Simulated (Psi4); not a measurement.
**CH8Si2 (SMILES [SiH3]C[SiH3]): BHLYP/def2-SVP**

Aim: the vertical singlet–triplet gap of CH8Si2 at BHLYP/def2-SVP, from 2 runs. 

Program for the calculation: Psi4 1.11.

## (1) The molecule

CH8Si2 has 11 atoms, charge 0, and is taken as a singlet. As SMILES, `[SiH3]C[SiH3]`. The shape is that of a PBE0-D4/def2-TZVP optimisation.

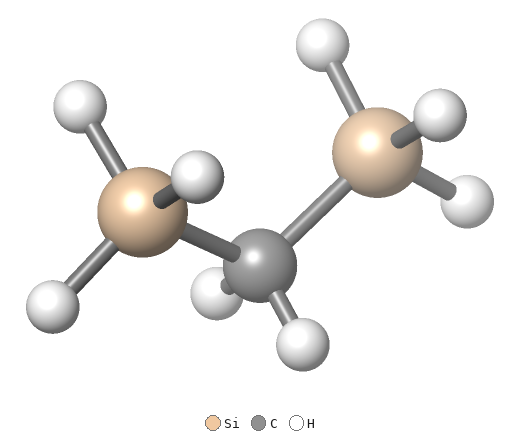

Viewed from a chosen angle; silicon light orange, carbon grey, hydrogen white.

## (2) Energy and gradient at BHLYP/def2-SVP

Input file input.inp:

```
memory 2200 MB

molecule molecule1 {
  Si    -2.19015478     1.95533742    -0.65131301
  C     -0.54110418    -1.17435140    -0.69086497
  Si     2.52312453    -1.23274394     1.07636910
  H     -4.60299489     1.84588448    -2.09096306
  H     -0.55465351     3.92858944    -1.80574670
  H     -2.76616220     2.71517739     1.99294297
  H     -1.80298770    -2.60332450     0.11476307
  H     -0.18791437    -1.71743979    -2.65652029
  H      2.09882432    -0.57517594     3.77616413
  H      4.31246840     0.63630858    -0.02192082
  H      3.71153549    -3.77828062     0.95707069
  units bohr
  symmetry c1
}

set basis def2-SVP
set puream true
set e_convergence 1e-09
set d_convergence 1e-08
set scf_type pk
set dft_radial_points 99
set dft_spherical_points 590

energy_value, wavefunction = gradient('bhhlyp', return_wfn=True)
oeprop(wavefunction, 'MAYER_INDICES', 'WIBERG_LOWDIN_INDICES', 'QUADRUPOLE')
```

Launch:

```bash
$ psi4 input.inp input.out -n 1
```

input.out, cut to the lines that bear on the results:

```text
[...]
  Running in c1 symmetry.
[...]
  Nuclear repulsion =  151.529950718332515
[...]
  Multiplicity = 1
[...]
  Nalpha       = 21
  Nbeta        = 21
[...]
    Number of basis functions: 90
[...]
   @RKS iter   1:  -621.51896597419727   -4.44714e-01   5.44343e-03 ADIIS/DIIS
[...]
   @RKS iter   9:  -621.65481075079117   -2.12594e-11   5.14204e-09 DIIS
[...]
    Orbital Energies [Eh]
    ---------------------
    Doubly Occupied:
       1A    -67.129976     2A    -67.129944     3A    -10.580981
       4A     -5.609141     5A     -5.609117     6A     -3.875931
       7A     -3.875920     8A     -3.875895     9A     -3.875889
      10A     -3.875767    11A     -3.875726    12A     -0.806069
      13A     -0.610133    14A     -0.589464    15A     -0.498913
      16A     -0.442751    17A     -0.407398    18A     -0.397268
      19A     -0.395516    20A     -0.382332    21A     -0.366665
[...]
  @RKS Final Energy:  -621.65481075079117
   => Energetics <=
    Nuclear Repulsion Energy =            151.5299507183325147
    One-Electron Energy =               -1159.4360603586180787
    Two-Electron Energy =                 412.1081027751610009
    DFT Exchange-Correlation Energy =     -25.8568038856667073
    Empirical Dispersion Energy =           0.0000000000000000
    VV10 Nonlocal Energy =                  0.0000000000000000
    Total Energy =                       -621.6548107507912846
[...]
  -Total Gradient:
     Atom            X                  Y                   Z
    ------   -----------------  -----------------  -----------------
       1        0.003394742954    -0.003478642738     0.000868066273
       2       -0.000021046903    -0.000031145225    -0.000010090794
       3       -0.004222760134     0.001672568993    -0.001925321636
       4       -0.001463646064    -0.000132091604    -0.000892839002
       5        0.001031115764     0.001026610123    -0.000704157894
       6       -0.000285205981     0.000301165929     0.001559984074
       7        0.000327107894     0.000461744887    -0.000040727928
       8        0.000024305650     0.000292038704     0.000472643756
       9       -0.000389651379     0.000372694074     0.001524640852
      10        0.000933213916     0.001094468455    -0.000741434641
      11        0.000673118296    -0.001576611458    -0.000109125526
[...]
 Multipole Moments:
 ------------------------------------------------------------------------------------
     Multipole            Electronic (a.u.)      Nuclear  (a.u.)        Total (a.u.)
 ------------------------------------------------------------------------------------
 L = 1.  Multiply by 2.5417464519 to convert [e a0] to [Debye]
 Dipole X            :         -0.0690812           -0.0521295           -0.1212107
 Dipole Y            :         -0.1500549           -0.1130379           -0.2630928
 Dipole Z            :         -0.0883215           -0.0664232           -0.1547448
 Magnitude           :                                                    0.3284141
 L = 2.  Multiply by 1.3450342976 to convert [e a0^2] to [Debye ang]
 Quadrupole XX       :       -256.4593999          227.1860747          -29.2733252
 Quadrupole XY       :        126.2857411         -125.4793828            0.8063583
[...]
```

Run time: 24 s. Hardware: 1 thread of Intel Xeon Platinum 8488C (Sapphire Rapids), shared host; peak memory 1 GiB.

## (3) The triplet

Input file run.py:

```python
import psi4

psi4.set_memory(2200000000)
psi4.set_num_threads(1)
psi4.core.set_output_file('ch8si2.out', False)

molecule = psi4.geometry("""
0 3
Si    -1.158980     1.034720    -0.344660
C     -0.286340    -0.621440    -0.365590
Si     1.335180    -0.652340     0.569590
H     -2.435800     0.976800    -1.106490
H     -0.293510     2.078920    -0.955560
H     -1.463790     1.436810     1.054620
H     -0.954100    -1.377620     0.060730
H     -0.099440    -0.908830    -1.405770
H      1.110650    -0.304370     1.998260
H      2.282060     0.336720    -0.011600
H      1.964060    -1.999380     0.506460
symmetry c1
no_reorient
no_com
""")

psi4.set_options({
    'basis': 'def2-SVP',
    'reference': 'uks',
    'puream': True,
    'e_convergence': 1e-09,
    'd_convergence': 1e-08,
    'scf_type': 'pk',
    'dft_radial_points': 99,
    'dft_spherical_points': 590,
    'maxiter': 100,
})

E, wfn = psi4.gradient("BHHLYP", return_wfn=True)
print('gradient / Eh bohr^-1')
print(E.np.round(6))
print(f'energy = {wfn.energy():.10f} Eh')
for k, v in sorted(psi4.core.scalar_variables().items()):
    print(f'{k:45s} {v:18.10f}')
```

Launch:

```bash
$ python run.py
```

ch8si2.out, cut to the lines that bear on the results:

```text
[...]
  Running in c1 symmetry.
[...]
  Nuclear repulsion =  151.529950661497395
[...]
  Multiplicity = 3
[...]
  Nalpha       = 22
  Nbeta        = 20
[...]
    Number of basis functions: 90
[...]
   @UKS iter   1:  -621.13377049573694   -5.95184e-02   6.20347e-03 DIIS/ADIIS
[...]
   @UKS iter  18:  -621.35190048172888   -9.89075e-12   6.58031e-09 DIIS
[...]
   @S^2 Observed:                2.010551762E+00
[...]
  @UKS Final Energy:  -621.35190048172888
   => Energetics <=
    Nuclear Repulsion Energy =            151.5299506614973950
    One-Electron Energy =               -1157.8114727474153369
    Two-Electron Energy =                 410.7312453654769229
    DFT Exchange-Correlation Energy =     -25.8016237612877930
    Empirical Dispersion Energy =           0.0000000000000000
    VV10 Nonlocal Energy =                  0.0000000000000000
    Total Energy =                       -621.3519004817287623
[...]
  -Total Gradient:
     Atom            X                  Y                   Z
    ------   -----------------  -----------------  -----------------
       1        0.008660363236    -0.080250689773    -0.020600485290
       2        0.028905014994     0.062721244004     0.036908638002
       3       -0.060938001788    -0.033179428622    -0.046114047854
       4       -0.002117964452     0.017605532878     0.004390120858
       5       -0.001074823444     0.007442905645    -0.000116786175
       6       -0.002579094529     0.006609070041     0.002477074404
       7        0.005164920810     0.005970700071    -0.003077723512
       8       -0.001296301685     0.002422649061     0.008001537449
       9        0.005136914717     0.001390953386     0.005308434921
      10        0.006657191300     0.002214846559     0.002716919196
      11        0.013483099135     0.007055072197     0.010107991320
[...]
```

The script printed:

```text
gradient / Eh bohr^-1
[[ 0.00866  -0.080251 -0.0206  ]
 [ 0.028905  0.062721  0.036909]
 [-0.060938 -0.033179 -0.046114]
 [-0.002118  0.017606  0.00439 ]
 [-0.001075  0.007443 -0.000117]
 [-0.002579  0.006609  0.002477]
 [ 0.005165  0.005971 -0.003078]
 [-0.001296  0.002423  0.008002]
 [ 0.005137  0.001391  0.005308]
 [ 0.006657  0.002215  0.002717]
 [ 0.013483  0.007055  0.010108]]
energy = -621.3519004817 Eh
CURRENT ENERGY                                   -621.3519004817
CURRENT REFERENCE ENERGY                         -621.3519004817
DD SOLVATION ENERGY                                 0.0000000000
DFT FUNCTIONAL TOTAL ENERGY                      -621.3519004817
DFT TOTAL ENERGY                                 -621.3519004817
DFT VV10 ENERGY                                     0.0000000000
DFT XC ENERGY                                     -25.8016237613
GRID ELECTRONS ALPHA                               21.9999958425
GRID ELECTRONS BETA                                19.9999978577
GRID ELECTRONS TOTAL                               41.9999937002
NUCLEAR REPULSION ENERGY                          151.5299506615
ONE-ELECTRON ENERGY                             -1157.8114727474
PCM POLARIZATION ENERGY                             0.0000000000
PE ENERGY                                           0.0000000000
SCF ITERATION ENERGY                             -621.3519004817
SCF ITERATIONS                                     18.0000000000
SCF TOTAL ENERGY                                 -621.3519004817
TWO-ELECTRON ENERGY                               410.7312453655
XC GRID RADIAL POINTS                              99.0000000000
XC GRID SPHERICAL POINTS                          590.0000000000
XC GRID TOTAL POINTS                           606255.0000000000
```

Run time: 52 s. Hardware: 1 thread of Intel Xeon Platinum 8488C (Sapphire Rapids), shared host; peak memory 1 GiB.

## (4) Summary of results

Level: BHLYP/def2-SVP.

| quantity | value |
| --- | --- |
| singlet: total energy | -621.65481 Eh |
| singlet: dipole moment | 0.83 D |
| singlet: HOMO energy | -9.98 eV |
| singlet: LUMO energy | 1.60 eV |
| singlet: HOMO–LUMO gap | 11.57 eV |
| singlet: largest force on an atom | 0.254 eV/Å |
| triplet: total energy | -621.35190 Eh |
| triplet: dipole moment | 1.37 D |
| triplet: HOMO energy (highest over α and β) | -1.66 eV |
| triplet: ⟨S²⟩ | 2.011 |
| triplet: largest force on an atom | 4.284 eV/Å |
| vertical energy of the triplet above the singlet | 8.243 eV |

At this shape the triplet lies 8.24 eV (190 kcal/mol) above the singlet. The largest force (singlet) is 0.25 eV/Å: the shape isn't a stationary point for this species at this level.
